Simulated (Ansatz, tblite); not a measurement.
# The cluster In₈P₇Cl₃: removing and adding an electron

Aim: the energy of removing and adding an electron for the cluster In₈P₇Cl₃, by energy differences, and how well orbital energies stand in for it.

The runs use Ansatz 0.2.0, Gaussian basis; as each input shows.

The runs, in order: charge +1 doublet, at the geometry of the singlet (PBE0-D4/def2-TZVP, PBE-D4/def2-TZVP, B3LYP-D4/def2-TZVP); charge -1 doublet, at the geometry of the singlet (PBE0-D4/def2-TZVP, PBE-D4/def2-TZVP, B3LYP-D4/def2-TZVP); the starting singlet's energies come from earlier runs.

1 further run of the same task is left out (for a known fault of the program).

## 1. The geometry

The geometry is that of the singlet, from an earlier relaxation (r2SCAN-D4/def2-SVP).

18 atoms, charge 0, spin multiplicity 1.

Atoms are counted from 1 here; the program's logs count them from 0.

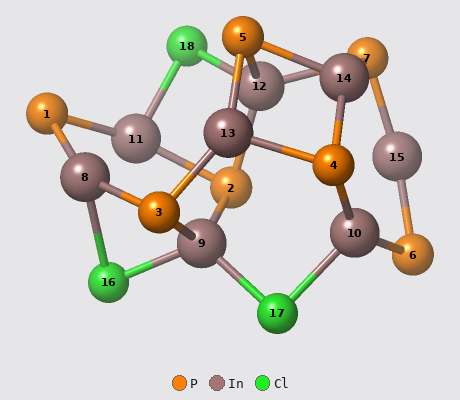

The structure; phosphorus orange, indium brown, chlorine green; atoms are numbered from 1 in the order of the file.

Coordinates:

```xyz
18

P     0.01873    1.14077   -4.69717
P     0.97499   -1.48332   -0.78479
P    -3.15211    0.72987   -1.08903
P    -1.53212    1.15869    2.84616
P     0.77836    3.09220    0.23410
P     0.65542   -2.96819    3.59272
P     3.21259    0.84871    2.30526
In   -1.89756    0.73914   -3.27596
In   -1.55953   -1.29420   -0.77695
In   -0.92197   -1.24763    2.84647
In    1.07780   -0.25105   -2.99409
In    1.99737    0.77694   -0.03293
In   -1.41294    1.87229    0.31092
In    0.87806    1.95795    2.55549
In    2.21108   -1.25849    3.01896
Cl   -2.12234   -2.15350   -3.05671
Cl   -2.57194   -2.50380    1.20980
Cl    3.36611    0.84361   -2.21225
```

In takes a core potential in the def2 sets. No spin-orbit coupling is included.

## 2. Charge +1 doublet at the fixed geometry, PBE0-D4/def2-TZVP

Contents of in.yaml:

```yaml
crystal:
  periodic: [false, false, false]
  atoms:
    - {symbol: P, position_ang: [0.018728, 1.140772, -4.697167]}
    - {symbol: P, position_ang: [0.974992, -1.483324, -0.784787]}
    - {symbol: P, position_ang: [-3.152109, 0.729873, -1.089032]}
    - {symbol: P, position_ang: [-1.532119, 1.158693, 2.846156]}
    - {symbol: P, position_ang: [0.778356, 3.092198, 0.234099]}
    - {symbol: P, position_ang: [0.655417, -2.968190, 3.592720]}
    - {symbol: P, position_ang: [3.212593, 0.848710, 2.305260]}
    - {symbol: In, position_ang: [-1.897561, 0.739138, -3.275961]}
    - {symbol: In, position_ang: [-1.559532, -1.294200, -0.776946]}
    - {symbol: In, position_ang: [-0.921971, -1.247626, 2.846475]}
    - {symbol: In, position_ang: [1.077800, -0.251047, -2.994094]}
    - {symbol: In, position_ang: [1.997374, 0.776941, -0.032927]}
    - {symbol: In, position_ang: [-1.412936, 1.872286, 0.310922]}
    - {symbol: In, position_ang: [0.878065, 1.957951, 2.555485]}
    - {symbol: In, position_ang: [2.211080, -1.258490, 3.018963]}
    - {symbol: Cl, position_ang: [-2.122344, -2.153498, -3.056710]}
    - {symbol: Cl, position_ang: [-2.571943, -2.503797, 1.209801]}
    - {symbol: Cl, position_ang: [3.366111, 0.843608, -2.212246]}
basis:
  gaussian: {orbitals: def2-TZVP, fitting: {mean_field: def2-universal-jkfit}}
total_charge: 1
magnetization: {spin_polarized: true, initial_magnetization: 1}
hamiltonian: {xc: pbe0, dispersion: d4}
scf: {omitted_lower_state_checks: [starts]}
output: {orbitals: {seedname: orbitals}}
```

On the command line:

```
> ansatz run in.yaml --threads 2 --pin off --events-out ev --progress --plain --max-ram 32768MiB --backend cuda --devices 0, --max-vram 18GiB
```

The log of the run:

```text
Functional definition: PBE0
  name "PBE0"
  cite "Adamo & Barone, J. Chem. Phys. 110, 6158 (1999) doi:10.1063/1.478522"
  cite "Perdew, Burke & Ernzerhof, Phys. Rev. Lett. 77, 3865 (1996) doi:10.1103/PhysRevLett.77.3865"
  parent pbe
  parameter a = 0.25
  parameter kappa = 0.804
  parameter beta = 0.06672455060314922
  exchange = (1 - a)*pbe_x(kappa = kappa, mu = beta*pi^2/3) + a*exact_x
  correlation = pbe_c(beta = beta)
these checks for a lower state are left out or cut short: starts
3024 factors; integrals over basis functions are off by at most 4.6e-1 eV
mean field evaluation 1: about -143942.1572 eV, gradient 5.0e1 eV
mean field evaluation 2: about -143881.4571 eV, gradient 1.0e2 eV
mean field evaluation 4: about -143954.7622 eV, gradient 6.9e0 eV
mean field evaluation 8: about -143955.1343 eV, gradient 1.2e0 eV
mean field evaluation 16: about -143955.1568 eV, gradient 5.5e-2 eV
mean field evaluation 32: about -143955.1570 eV, gradient 9.0e-5 eV
mean field -143955.15697133 eV, -5290.2544423865 hartree, gradient 1.1e-5 eV, S^2 0.758167; 0 other end points of the search recorded, 0 dependent functions left out
reference -143955.15703695 eV, -5290.2544447979 hartree; 162, 161 occupied and 608, 609 virtual orbitals, 3024 factors
Total energy: -143957.15206137 eV, -5290.3277605930 hartree
Checks for a lower state left out: starts
```

Wall time 31 s (1 × H100 (card shared with other runs) with 2 threads of AMD EPYC 7R13, shared host); peak host memory 1.5 GiB.

From the report: HOMO -8.86 eV, LUMO -8.08 eV (over both spins); ⟨S²⟩ 0.758 (pure: 0.75).

## 3. Charge +1 doublet at the fixed geometry, PBE-D4/def2-TZVP

start.molden holds the orbitals of an earlier run on this state, given as this run's starting guess.

Changes to in.yaml since step 2:

```diff
@@ -22,6 +22,6 @@
 basis:
-  gaussian: {orbitals: def2-TZVP, fitting: {mean_field: def2-universal-jkfit}}
+  gaussian: {orbitals: def2-TZVP, fitting: {mean_field: def2-universal-jkfit}, initial_orbitals: start.molden}
 total_charge: 1
 magnetization: {spin_polarized: true, initial_magnetization: 1}
-hamiltonian: {xc: pbe0, dispersion: d4}
+hamiltonian: {xc: pbe, dispersion: d4}
 scf: {omitted_lower_state_checks: [starts]}
```

The command is unchanged.

The log of the run:

```text
Functional definition: PBE
  name "PBE"
  cite "Perdew, Burke & Ernzerhof, Phys. Rev. Lett. 77, 3865 (1996) doi:10.1103/PhysRevLett.77.3865"
  parent pbe
  parameter kappa = 0.804
  parameter beta = 0.06672455060314922
  exchange = pbe_x(kappa = kappa, mu = beta*pi^2/3)
  correlation = pbe_c(beta = beta)
these checks for a lower state are left out or cut short: starts
3024 factors; integrals over basis functions are off by at most 4.6e-1 eV
mean field evaluation 1: about -143947.1237 eV, gradient 1.8e1 eV
mean field evaluation 2: about -143947.7843 eV, gradient 9.4e-1 eV
mean field evaluation 4: about -143947.9695 eV, gradient 2.9e-1 eV
mean field evaluation 8: about -143947.9819 eV, gradient 1.1e-3 eV
mean field -143947.98188011 eV, -5289.9907626474 hartree, gradient 2.0e-5 eV, S^2 0.760800; 0 other end points of the search recorded, 0 dependent functions left out
reference -143947.98196869 eV, -5289.9907659028 hartree; 162, 161 occupied and 608, 609 virtual orbitals, 3024 factors
Total energy: -143950.16627808 eV, -5290.0710377921 hartree
Checks for a lower state left out: starts
```

Wall time 27 s (1 × H100 (card shared with other runs) with 2 threads of AMD EPYC 7R13, shared host).

From the report: HOMO -8.47 eV, LUMO -8.44 eV (over both spins); ⟨S²⟩ 0.761 (pure: 0.75).

## 4. Charge +1 doublet at the fixed geometry, B3LYP-D4/def2-TZVP

Changes to in.yaml since step 3:

```diff
@@ -25,3 +25,3 @@
 magnetization: {spin_polarized: true, initial_magnetization: 1}
-hamiltonian: {xc: pbe, dispersion: d4}
+hamiltonian: {xc: {name: B3LYP}, dispersion: d4}
 scf: {omitted_lower_state_checks: [starts]}
```

The command is unchanged.

The log of the run (excerpt; [...] marks lines left out):

```text
Functional definition: B3LYP
  name "B3LYP"
  cite "Stephens, Devlin, Chabalowski & Frisch, J. Phys. Chem. 98, 11623 (1994) doi:10.1021/j100096a001"
  cite "Becke, Phys. Rev. A 38, 3098 (1988) doi:10.1103/PhysRevA.38.3098"
  cite "Lee, Yang & Parr, Phys. Rev. B 37, 785 (1988) doi:10.1103/PhysRevB.37.785"
  cite "Vosko, Wilk & Nusair, Can. J. Phys. 58, 1200 (1980) doi:10.1139/p80-159"
[...]
3024 factors; integrals over basis functions are off by at most 4.6e-1 eV
[...]
mean field -144008.26489750 eV, -5292.2061226753 hartree, gradient 2.0e-6 eV, S^2 0.768161; 0 other end points of the search recorded, 0 dependent functions left out
reference -144008.26534819 eV, -5292.2061392380 hartree; 162, 161 occupied and 608, 609 virtual orbitals, 3024 factors
Total energy: -144011.85690845 eV, -5292.3381266429 hartree
Checks for a lower state left out: starts
```

Run time: 39 s. Hardware: 1 × H100 (card shared with other runs) with 2 threads of AMD EPYC 7R13, shared host; peak host memory 1.5 GiB.

From the report: HOMO -8.70 eV, LUMO -8.26 eV (over both spins); ⟨S²⟩ 0.768 (pure: 0.75).

## 5. Vertical ionisation energy

Charged state less starting state, singlet to doublet; the starting state's energies are those of its earlier runs.

```
             level  vertical ionisation energy (eV)  time
  PBE-D4/def2-TZVP                            +6.91  50 s
B3LYP-D4/def2-TZVP                            +7.13  66 s
 PBE0-D4/def2-TZVP                            +7.12  61 s
```

Times add the two runs; a level without a time comes out of a correlated run.

Beside −ε(HOMO) of the starting state:

```
             level  −ε(HOMO) (eV)  by difference (eV)  mismatch (eV)
  PBE-D4/def2-TZVP           5.25                6.91          -1.66
B3LYP-D4/def2-TZVP           5.90                7.13          -1.23
 PBE0-D4/def2-TZVP           6.11                7.12          -1.02
```

## 6. Charge -1 doublet at the fixed geometry, PBE0-D4/def2-TZVP

Changes to in.yaml since step 4:

```diff
@@ -22,6 +22,6 @@
 basis:
-  gaussian: {orbitals: def2-TZVP, fitting: {mean_field: def2-universal-jkfit}, initial_orbitals: start.molden}
-total_charge: 1
+  gaussian: {orbitals: def2-TZVP, fitting: {mean_field: def2-universal-jkfit}}
+total_charge: -1
 magnetization: {spin_polarized: true, initial_magnetization: 1}
-hamiltonian: {xc: {name: B3LYP}, dispersion: d4}
+hamiltonian: {xc: pbe0, dispersion: d4}
 scf: {omitted_lower_state_checks: [starts]}
```

Same command.

The log of the run (excerpt; [...] marks lines left out):

```text
Functional definition: PBE0
  name "PBE0"
  cite "Adamo & Barone, J. Chem. Phys. 110, 6158 (1999) doi:10.1063/1.478522"
  cite "Perdew, Burke & Ernzerhof, Phys. Rev. Lett. 77, 3865 (1996) doi:10.1103/PhysRevLett.77.3865"
  parent pbe
[...]
3024 factors; integrals over basis functions are off by at most 4.6e-1 eV
[...]
mean field -143964.88010658 eV, -5290.6117610162 hartree, gradient 7.6e-6 eV, S^2 0.760172; 0 other end points of the search recorded, 0 dependent functions left out
reference -143964.88017246 eV, -5290.6117634373 hartree; 163, 162 occupied and 607, 608 virtual orbitals, 3024 factors
Total energy: -143966.92317403 eV, -5290.6868423603 hartree
Checks for a lower state left out: starts
```

Wall time 32 s (1 × H100 (card shared with other runs) with 2 threads of AMD EPYC 7R13, shared host); peak host memory 1.5 GiB.

Report: HOMO -1.63 eV, LUMO -0.57 eV (over both spins); ⟨S²⟩ 0.760 (pure: 0.75).

## 7. Charge -1 doublet at the fixed geometry, PBE-D4/def2-TZVP

Changes to in.yaml since step 6:

```diff
@@ -22,6 +22,6 @@
 basis:
-  gaussian: {orbitals: def2-TZVP, fitting: {mean_field: def2-universal-jkfit}}
+  gaussian: {orbitals: def2-TZVP, fitting: {mean_field: def2-universal-jkfit}, initial_orbitals: start.molden}
 total_charge: -1
 magnetization: {spin_polarized: true, initial_magnetization: 1}
-hamiltonian: {xc: pbe0, dispersion: d4}
+hamiltonian: {xc: pbe, dispersion: d4}
 scf: {omitted_lower_state_checks: [starts]}
```

Same command.

The log of the run:

```text
Functional definition: PBE
  name "PBE"
  cite "Perdew, Burke & Ernzerhof, Phys. Rev. Lett. 77, 3865 (1996) doi:10.1103/PhysRevLett.77.3865"
  parent pbe
  parameter kappa = 0.804
  parameter beta = 0.06672455060314922
  exchange = pbe_x(kappa = kappa, mu = beta*pi^2/3)
  correlation = pbe_c(beta = beta)
these checks for a lower state are left out or cut short: starts
3024 factors; integrals over basis functions are off by at most 4.6e-1 eV
mean field evaluation 1: about -143956.9466 eV, gradient 1.8e1 eV
mean field evaluation 2: about -143957.5728 eV, gradient 8.9e-1 eV
mean field evaluation 4: about -143957.6056 eV, gradient 1.9e-1 eV
mean field evaluation 8: about -143957.6061 eV, gradient 2.6e-5 eV
mean field -143957.60605521 eV, -5290.3444445588 hartree, gradient 2.6e-5 eV, S^2 0.753258; 0 other end points of the search recorded, 0 dependent functions left out
reference -143957.60614082 eV, -5290.3444477052 hartree; 163, 162 occupied and 607, 608 virtual orbitals, 3024 factors
Total energy: -143959.84283004 eV, -5290.4266445177 hartree
Checks for a lower state left out: starts
```

Wall time 24 s (1 × H100 (card shared with other runs) with 2 threads of AMD EPYC 7R13, shared host).

HOMO -1.31 eV, LUMO -1.10 eV (over both spins); ⟨S²⟩ 0.753 (pure: 0.75).

## 8. Charge -1 doublet at the fixed geometry, B3LYP-D4/def2-TZVP

Changes to in.yaml since step 7:

```diff
@@ -25,3 +25,3 @@
 magnetization: {spin_polarized: true, initial_magnetization: 1}
-hamiltonian: {xc: pbe, dispersion: d4}
+hamiltonian: {xc: {name: B3LYP}, dispersion: d4}
 scf: {omitted_lower_state_checks: [starts]}
```

Launched as before.

The log of the run (excerpt; [...] marks lines left out):

```text
Functional definition: B3LYP
  name "B3LYP"
  cite "Stephens, Devlin, Chabalowski & Frisch, J. Phys. Chem. 98, 11623 (1994) doi:10.1021/j100096a001"
  cite "Becke, Phys. Rev. A 38, 3098 (1988) doi:10.1103/PhysRevA.38.3098"
  cite "Lee, Yang & Parr, Phys. Rev. B 37, 785 (1988) doi:10.1103/PhysRevB.37.785"
  cite "Vosko, Wilk & Nusair, Can. J. Phys. 58, 1200 (1980) doi:10.1139/p80-159"
[...]
3024 factors; integrals over basis functions are off by at most 4.6e-1 eV
[...]
mean field -144018.03043727 eV, -5292.5649996425 hartree, gradient 1.6e-5 eV, S^2 0.755986; 0 other end points of the search recorded, 0 dependent functions left out
reference -144018.03085851 eV, -5292.5650151228 hartree; 163, 162 occupied and 607, 608 virtual orbitals, 3024 factors
Total energy: -144021.70777305 eV, -5292.7001392398 hartree
Checks for a lower state left out: starts
```

It took 30 s on 1 × H100 (card shared with other runs) with 2 threads of AMD EPYC 7R13, shared host.

From the report: HOMO -1.57 eV, LUMO -0.71 eV (over both spins); ⟨S²⟩ 0.756 (pure: 0.75).

## 9. Vertical electron affinity

Starting state less charged state (positive: the electron is bound), singlet to doublet; the starting state's energies are those of its earlier runs.

```
             level  vertical electron affinity (eV)  time
  PBE-D4/def2-TZVP                            +2.77  48 s
B3LYP-D4/def2-TZVP                            +2.72  57 s
 PBE0-D4/def2-TZVP                            +2.65  62 s
```

Times add the two runs; a level without a time comes out of a correlated run.

Beside −ε(LUMO) of the starting state:

```
             level  −ε(LUMO) (eV)  by difference (eV)  mismatch (eV)
  PBE-D4/def2-TZVP           4.19                2.77          +1.42
B3LYP-D4/def2-TZVP           3.79                2.72          +1.07
 PBE0-D4/def2-TZVP           3.61                2.65          +0.96
```

## 10. Summary of results

| quantity | value |
| --- | --- |
| vertical ionisation energy, functionals in def2-TZVP | 6.91 (PBE-D4) to 7.13 eV (B3LYP-D4) |
| vertical electron affinity, functionals in def2-TZVP | 2.65 (PBE0-D4) to 2.77 eV (PBE-D4) |

What this shows: The vertical ionisation energy spans 6.91 to 7.13 eV over the functionals. −ε(HOMO) misses the level's own difference by -1.02 eV at best (PBE0-D4) and -1.66 eV at worst (PBE-D4). The vertical electron affinity spans 2.65 to 2.77 eV over the functionals. −ε(LUMO) misses the level's own difference by +0.96 eV at best (PBE0-D4) and +1.42 eV at worst (PBE-D4).
